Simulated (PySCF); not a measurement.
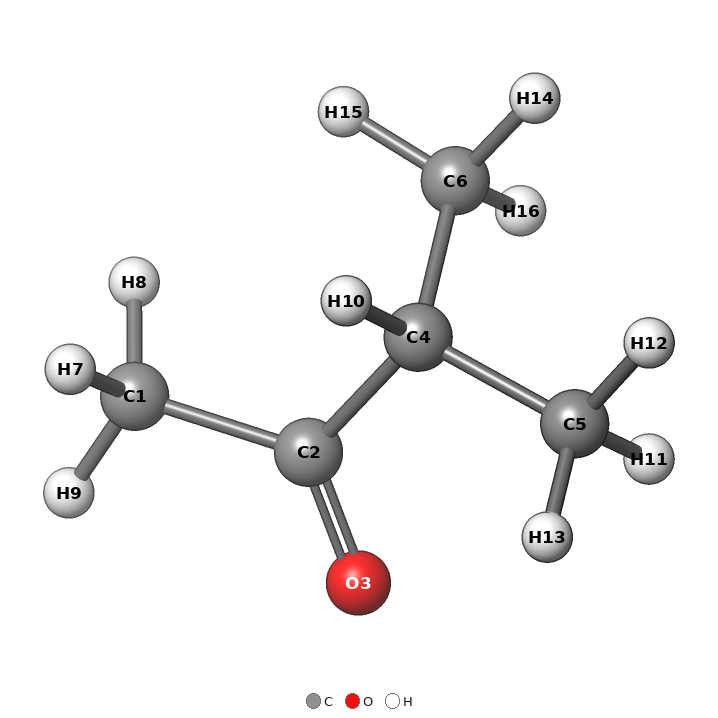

Computed geometry: PBE0-D3(BJ)/def2-SVP optimisation. No frequency run is at hand to confirm it as a minimum. Electric field gradients from the ground-state density, B3LYP/pcJ-1 (PySCF 2.14.0), non-relativistic apart from any core potentials.

Give the largest field-gradient component, the quadrupole coupling constant and the asymmetry for 17O at O3 (Q = −25.6 mb).

| atom | V_zz (a.u.) | e²qQ/h (MHz) | η |
| --- | --- | --- | --- |
| O3 | −2.025 | 12.18 | 0.52 |
